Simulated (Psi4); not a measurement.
# M06-L/6-31G(d) (spherical functions) run of Si2NH6Cl (SMILES N[SiH]([SiH3])Cl)

What is the energy change on altering one bond length of Si2NH6Cl at M06-L/6-31G* (spherical functions)? 

The results are computed with Psi4 1.11.

## (1) The system as given

Si2NH6Cl has 10 atoms, charge 0, and is taken as a singlet. As SMILES, `N[SiH]([SiH3])Cl`. Geometry: relaxed at PBE0-D4/def2-TZVP. This is one conformer, not always the lowest.

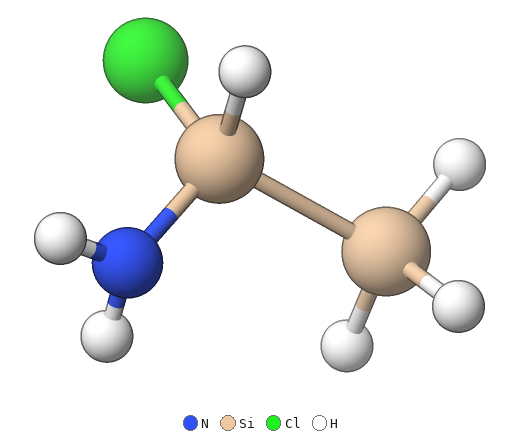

Viewed from a chosen angle; nitrogen blue, silicon light orange, chlorine green, hydrogen white.

## (2) The energy at M06-L/6-31G(d) (spherical functions)

Contents of clh6nsi2.json:

```json
{
 "schema_name": "qcschema_input",
 "schema_version": 1,
 "molecule": {
  "schema_name": "qcschema_molecule",
  "schema_version": 2,
  "symbols": ["N", "Si", "Si", "Cl", "H", "H", "H", "H", "H", "H"],
  "geometry": [-0.94561895, 3.09990673, -0.90064347, -0.16761871, 0.04610932, -1.5773544, 1.28123431, -1.94792969, 2.08550175, -3.15508674, -2.14635093, -2.90715467, -2.01595983, 3.50978833, 0.6196412, -1.2426839, 4.35071646, -2.30641074, 1.6801555, 0.11338357, -3.68156444, 1.64821913, -4.69143408, 1.61590481, -0.63513695, -1.61344817, 4.11865809, 3.70934341, -0.81749552, 2.93928001],
  "molecular_charge": 0,
  "molecular_multiplicity": 1,
  "fix_symmetry": "c1"
 },
 "driver": "energy",
 "model": {
  "method": "m06-l",
  "basis": "6-31G*"
 },
 "keywords": {
  "puream": true,
  "e_convergence": 1e-09,
  "d_convergence": 1e-08,
  "scf_type": "pk",
  "dft_radial_points": 99,
  "dft_spherical_points": 590
 }
}
```

Launch:

```sh
$ psi4 --qcschema clh6nsi2.json -n 1 --memory 2200MB
```

stdout (excerpt; [...] marks lines left out):

```text
[...]
  Running in c1 symmetry.
[...]
  Nuclear repulsion =  274.285791812943842
[...]
  Multiplicity = 1
[...]
  Nalpha       = 29
  Nbeta        = 29
[...]
    Number of basis functions: 80
[...]
   @RKS iter   1: -1097.27331386306855   -1.83358e-01   9.48940e-03 DIIS/ADIIS
[...]
   @RKS iter  12: -1097.54373718497277   -6.82121e-13   3.84158e-09 DIIS
[...]
    Orbital Energies [Eh]
    ---------------------
    Doubly Occupied:
       1A   -101.149532     2A    -65.858108     3A    -65.809525
       4A    -14.180737     5A     -9.384270     6A     -7.090914
       7A     -7.084723     8A     -7.084539     9A     -5.274871
      10A     -5.236696    11A     -3.586248    12A     -3.583397
      13A     -3.582298    14A     -3.545344    15A     -3.545231
      16A     -3.545109    17A     -0.840010    18A     -0.779002
      19A     -0.532165    20A     -0.484516    21A     -0.470007
      22A     -0.389505    23A     -0.356465    24A     -0.330890
      25A     -0.328815    26A     -0.315263    27A     -0.289536
      28A     -0.259527    29A     -0.246222
[...]
  @RKS Final Energy: -1097.54373718497277
   => Energetics <=
    Nuclear Repulsion Energy =            274.2857918129438417
    One-Electron Energy =               -2063.1728226753575655
    Two-Electron Energy =                 770.7141079488700370
    DFT Exchange-Correlation Energy =     -79.3708142714290688
    Empirical Dispersion Energy =           0.0000000000000000
    VV10 Nonlocal Energy =                  0.0000000000000000
    Total Energy =                      -1097.5437371849727697
[...]
 Multipole Moments:
 ------------------------------------------------------------------------------------
     Multipole            Electronic (a.u.)      Nuclear  (a.u.)        Total (a.u.)
 ------------------------------------------------------------------------------------
 L = 1.  Multiply by 2.5417464519 to convert [e a0] to [Debye]
 Dipole X            :         -4.9544915            5.1239089            0.1694175
 Dipole Y            :         -2.4564754            3.3380572            0.8815818
 Dipole Z            :         -4.9415002            5.2462556            0.3047554
 Magnitude           :                                                    0.9480320
[...]
```

The result, in JSON:

```text
{
 "driver": "energy",
 "model": {
  "method": "m06-l",
  "basis": "6-31G*"
 },
 "success": true,
 "return_result": -1097.5437371849728,
 "properties": {
  "calcinfo_nbasis": 80,
  "calcinfo_nmo": 80,
  "calcinfo_nalpha": 29,
  "calcinfo_nbeta": 29,
  "calcinfo_natom": 10,
  "nuclear_repulsion_energy": 274.28579181294384,
  "return_energy": -1097.5437371849728,
  "scf_one_electron_energy": -2063.1728226753576,
  "scf_two_electron_energy": 770.71410794887,
  "scf_xc_energy": -79.37081427142907,
  "scf_dipole_moment": [0.16941745455898705, 0.8815818214825697, 0.30475541664026373],
  "scf_total_energy": -1097.5437371849728,
  "scf_iterations": 12
 }
}
```

Run time: 24 s. Hardware: 1 thread of Intel Xeon 6975P-C (Granite Rapids), shared host; peak memory 1.5 GiB.

## (3) The distorted shape

Contents of run.py:

```python
import numpy as np
from ase.calculators.psi4 import Psi4
from ase import Atoms

atoms = Atoms(['N', 'Si', 'Si', 'Cl', 'H', 'H', 'H', 'H', 'H', 'H'], positions=[
    [-0.597501, 2.366308, -0.352349],
    [-0.185801, 0.750308, -0.710449],
    [0.580899, -0.304892, 1.227851],
    [-1.766701, -0.409892, -1.414149],
    [-1.163901, 2.583208, 0.452151],
    [-0.754701, 3.028208, -1.096249],
    [0.791999, 0.785908, -1.823949],
    [0.872200, -2.482600, 0.855100],
    [-0.433201, -0.127892, 2.303751],
    [1.865799, 0.293308, 1.679651],
])
calc = Psi4(atoms=atoms, method='m06-l', basis='6-31G*', memory='2200MB', num_threads=1, charge=0, multiplicity=1, label='clh6nsi2')
calc.psi4.set_options({'puream': True, 'e_convergence': 1e-09, 'd_convergence': 1e-08, 'scf_type': 'pk', 'dft_radial_points': 99, 'dft_spherical_points': 590})
atoms.calc = calc

print(f'energy: {atoms.get_potential_energy():.6f} eV')
```

Launch:

```sh
$ python run.py
```

clh6nsi2.dat (excerpt; [...] marks lines left out):

```text
[...]
  Running in c1 symmetry.
[...]
  Nuclear repulsion =  271.850120468950649
[...]
  Multiplicity = 1
[...]
  Nalpha       = 29
  Nbeta        = 29
[...]
    Number of basis functions: 80
[...]
   @RKS iter   1: -1097.17641272405785   -2.09539e-01   9.65203e-03 DIIS/ADIIS
[...]
   @RKS iter  13: -1097.46944316652298   -2.72848e-12   6.24335e-09 DIIS
[...]
    Orbital Energies [Eh]
    ---------------------
    Doubly Occupied:
       1A   -101.152961     2A    -65.867618     3A    -65.849564
       4A    -14.188102     5A     -9.387662     6A     -7.094395
       7A     -7.088048     8A     -7.087914     9A     -5.283955
      10A     -5.269196    11A     -3.595210    12A     -3.592507
      13A     -3.591559    14A     -3.580165    15A     -3.577122
      16A     -3.576994    17A     -0.847087    18A     -0.782442
      19A     -0.534537    20A     -0.487642    21A     -0.472868
      22A     -0.395027    23A     -0.362359    24A     -0.339318
      25A     -0.324318    26A     -0.293117    27A     -0.273048
      28A     -0.263161    29A     -0.250175
[...]
  @RKS Final Energy: -1097.46944316652298
   => Energetics <=
    Nuclear Repulsion Energy =            271.8501204689506494
    One-Electron Energy =               -2057.7483011830904616
    Two-Electron Energy =                 767.6696475466580978
    DFT Exchange-Correlation Energy =     -79.2409099990412642
    Empirical Dispersion Energy =           0.0000000000000000
    VV10 Nonlocal Energy =                  0.0000000000000000
    Total Energy =                      -1097.4694431665229786
[...]
 Multipole Moments:
 ------------------------------------------------------------------------------------
     Multipole            Electronic (a.u.)      Nuclear  (a.u.)        Total (a.u.)
 ------------------------------------------------------------------------------------
 L = 1.  Multiply by 2.5417464519 to convert [e a0] to [Debye]
 Dipole X            :         -5.1473589            5.2107493            0.0633904
 Dipole Y            :         -1.3500909            2.6888555            1.3387646
 Dipole Z            :         -4.8306037            5.1351341            0.3045305
 Magnitude           :                                                    1.3744264
[...]
```

The script printed:

```text
energy: -29863.664668 eV
```

It took 25 s on 1 thread of Intel Xeon 6975P-C (Granite Rapids), shared host; peak memory 1.5 GiB.

## (4) Outcome

At M06-L/6-31G* (spherical functions):

| quantity | value |
| --- | --- |
| first shape: total energy | -1097.54374 Eh |
| first shape: dipole moment | 2.41 D |
| first shape: HOMO energy | -6.70 eV |
| first shape: LUMO energy | -0.25 eV |
| first shape: HOMO–LUMO gap | 6.45 eV |
| distorted shape: total energy | -1097.46944 Eh |
| distorted shape: dipole moment | 3.49 D |
| distorted shape: HOMO energy | -6.81 eV |
| distorted shape: LUMO energy | -2.19 eV |
| distorted shape: HOMO–LUMO gap | 4.62 eV |
| energy change with the Si3–H8 bond stretched from 1.486 to 2.228 Å | 2.022 eV |

What this shows: With the Si3–H8 bond stretched from 1.486 to 2.228 Å the energy rises by 2.02 eV (195 kJ/mol). The first shape isn't relaxed at this level, so the change isn't measured from a minimum.
